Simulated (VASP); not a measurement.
Band structure of Na (bcc). Level of theory: PW91 GGA, VASP's PBE PAW potentials (set 64) (plane waves; VASP).

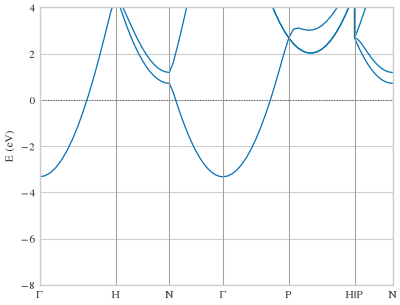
Figure: Bands along high-symmetry lines, zero at the valence-band maximum or, without a gap, the Fermi level

Problem. Read the plot: is there a gap, and where are the band edges?

Solution. It has no gap at this level: it comes out as a metal or semimetal. (Edges off the drawn lines would not show.)

The compound is Na in the bcc structure. It was relaxed first.
